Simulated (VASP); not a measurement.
Band structure of WSi$_{2}$ (MoSi2 type). All values below come from vdW-DF2, VASP's PBE PAW potentials (set 64) (plane waves; VASP).

Unless said otherwise, spin-orbit coupling is left out, though it shifts the bands of the heavy elements here.

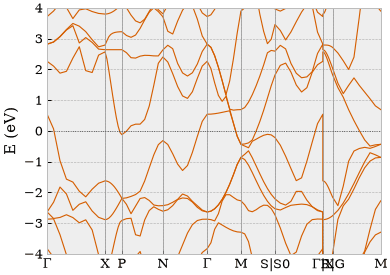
Bands along high-symmetry lines, zero at the valence-band maximum or, without a gap, the Fermi level

Question: Read the plot: is there a gap, and where are the band edges?

Answer: It has no gap at this level: it comes out as a metal or semimetal. (Edges off the drawn lines would not show.)

The compound is WSi2 in the MoSi2 type structure. It was relaxed first, which changed the volume by +8 %.
